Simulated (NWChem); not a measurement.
# One shape, several levels: doublet C4H10S+

Wanted: a comparison of 4 runs (UHF/STO-3G, UHF/3-21G, UB3LYP/6-31G*) of doublet C4H10S+. 

Program for the calculation: NWChem 7.3.0.

**1. The molecule**

The species is C4H10S+ (15 atoms), meant as a doublet with charge +1. As SMILES of the parent species, `CCSCC`. Geometry: relaxed at PBE0-D4/def2-TZVP. This is one conformer, not always the lowest. That shape belongs to the parent species and isn't relaxed for this state.

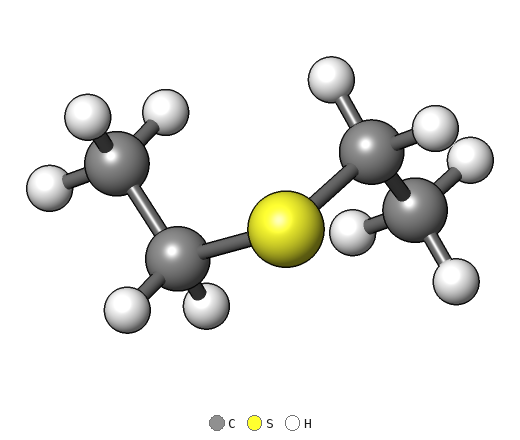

The structure, seen from a chosen angle (carbon grey, sulfur yellow, hydrogen white).

**2. The energy at UHF/STO-3G (run 1)**

Input file run.nw:

```
start run
memory total 2200 mb
charge 1
geometry units angstrom noautosym nocenter noautoz
  C    -1.973500    0.077200   -0.225200
  C    -0.909300   -0.781100   -0.878900
  S     0.234800   -1.576900    0.269900
  C     1.046600   -0.160100    1.041900
  C     1.852100    0.706000    0.094600
  H    -2.543000   -0.499300    0.506200
  H    -2.666800    0.464900   -0.977100
  H    -1.537200    0.936200    0.289400
  H    -1.365700   -1.620400   -1.409900
  H    -0.344200   -0.212900   -1.622000
  H     0.307100    0.431800    1.587200
  H     1.697200   -0.614700    1.793500
  H     2.597900    0.111800   -0.436800
  H     1.214400    1.189000   -0.649100
  H     2.367900    1.497700    0.645600
end
basis spherical bse
  * library STO-3G
end
scf
  doublet
  uhf
  thresh 1e-08
  maxiter 80
end
task scf
```

Command:

```console
$ nwchem run.nw > run.out
```

The log of the run:

```text
[...]
  functions       =    39
[...]
  wavefunction    = UHF
[...]
         Total SCF energy =   -548.448844017386
      One electron energy =  -1220.089526427440
      Two electron energy =    431.277459373307
 Nuclear repulsion energy =    240.363223036747
                       Sz =      0.5000
                 Sz(Sz+1) =      0.7500
                      S^2 =      0.7594
[...]
```

Wall time 6 s (1 thread of Intel Xeon 6975P-C (Granite Rapids), shared host); peak memory 0.1 GiB.

**3. A single-point energy at UHF/3-21G (run 2)**

Input file c4h10s.nw:

```
start c4h10s
title "C4H10S"
memory stack 880 mb heap 220 mb global 1100 mb
charge 1

geometry noautosym nocenter noautoz
 C    -1.973500    0.077200   -0.225200
 C    -0.909300   -0.781100   -0.878900
 S     0.234800   -1.576900    0.269900
 C     1.046600   -0.160100    1.041900
 C     1.852100    0.706000    0.094600
 H    -2.543000   -0.499300    0.506200
 H    -2.666800    0.464900   -0.977100
 H    -1.537200    0.936200    0.289400
 H    -1.365700   -1.620400   -1.409900
 H    -0.344200   -0.212900   -1.622000
 H     0.307100    0.431800    1.587200
 H     1.697200   -0.614700    1.793500
 H     2.597900    0.111800   -0.436800
 H     1.214400    1.189000   -0.649100
 H     2.367900    1.497700    0.645600
end

basis spherical bse
 * library 3-21G
end

scf
 nopen 1
 uhf
 thresh 1e-08
 maxiter 80
 print low
end

task scf energy
```

Command:

```console
$ nwchem c4h10s.nw > c4h10s.out
```

The log of the run:

```text
[...]
  functions       =    69
[...]
  wavefunction    = UHF
[...]
         Total SCF energy =   -551.702310303678
      One electron energy =  -1222.770685579789
      Two electron energy =    430.705152239364
 Nuclear repulsion energy =    240.363223036747
                       Sz =      0.5000
                 Sz(Sz+1) =      0.7500
                      S^2 =      0.7590
[...]
```

Wall time 6.6 s (1 thread of Intel Xeon 6975P-C (Granite Rapids), shared host); peak memory 0.1 GiB.

Run 3 isn't shown in full; the table further down has it.

**4. The energy at UB3LYP/6-31G(d) (Cartesian functions) (run 4)**

Input file c4h10s.nw:

```
start c4h10s
title "C4H10S energy"
memory total 2200 mb
charge 1

geometry noautosym nocenter noautoz
  C    -1.973500    0.077200   -0.225200
  C    -0.909300   -0.781100   -0.878900
  S     0.234800   -1.576900    0.269900
  C     1.046600   -0.160100    1.041900
  C     1.852100    0.706000    0.094600
  H    -2.543000   -0.499300    0.506200
  H    -2.666800    0.464900   -0.977100
  H    -1.537200    0.936200    0.289400
  H    -1.365700   -1.620400   -1.409900
  H    -0.344200   -0.212900   -1.622000
  H     0.307100    0.431800    1.587200
  H     1.697200   -0.614700    1.793500
  H     2.597900    0.111800   -0.436800
  H     1.214400    1.189000   -0.649100
  H     2.367900    1.497700    0.645600
end

basis cartesian
  * library 6-31G*
end

dft
  xc b3lyp
  mult 2
  grid fine
  convergence energy 1e-08
  maxiter 100
  mulliken
end

task dft energy
```

Command:

```console
$ nwchem c4h10s.nw > c4h10s.out
```

The log of the run:

```text
[...]
          Wavefunction type:  spin polarized.
          No. of atoms     :    15
          No. of electrons :    49
[...]
          Charge           :     1
          Spin multiplicity:     2
[...]
          AO basis - number of functions:    99
[...]
              XC Information
              --------------
                         B3LYP Method XC Potential
                     Hartree-Fock (Exact) Exchange  0.200
                        Slater Exchange Functional  0.800 local
                    Becke 1988 Exchange Functional  0.720 non-local
              Lee-Yang-Parr Correlation Functional  0.810
                  VWN I RPA Correlation Functional  0.190 local
[...]
 d= 0,ls=0.0,diis     1   -556.2651913758 -7.97D+02  4.71D-03  2.57D-01     4.6
[...]
 d= 0,ls=0.0,diis    10   -556.3351166013 -8.43D-09  6.15D-07  4.08D-09    41.0
[...]
         Total DFT energy =     -556.335116601343
      One electron energy =    -1227.297619425604
           Coulomb energy =      481.461007395090
    Exchange-Corr. energy =      -50.861727607576
 Nuclear repulsion energy =      240.363223036747
[...]
      <S2> =      0.7534 (Exact =     0.7500)
[...]
```

Run time: 42 s. Hardware: 1 thread of Intel Xeon 6975P-C (Granite Rapids), shared host; peak memory 0.13 GiB.

**5. Overview of the runs**

```tsv
run	level	iteration cap	module	energy (Eh)	HOMO energy (eV)	LUMO energy (eV)	⟨S²⟩	wall time
1	UHF/STO-3G	80	scf	-548.448844	-16.84	-3.68	0.759	6 s
2	UHF/3-21G	80	scf	-551.702310	–	–	0.759	6.6 s
3	UB3LYP/6-31G* (spherical functions)	100	dft	-556.329497	-13.98	-10.77	0.753	40 s
4	UB3LYP/6-31G* (Cartesian functions)	100	dft	-556.335117	-13.98	-10.77	0.753	42 s
```

**6. Outcome**

| quantity | value |
| --- | --- |
| run 4: total energy | -556.33512 Eh |
| run 4: HOMO energy (highest over α and β) | -13.98 eV |
| run 4: LUMO energy (lowest over α and β) | -10.77 eV |
| run 4: ⟨S²⟩ | 0.753 |

**Reading.** In run 1 the basis is minimal, so the values are rough. All runs together took 94 s, the longest 42 s.
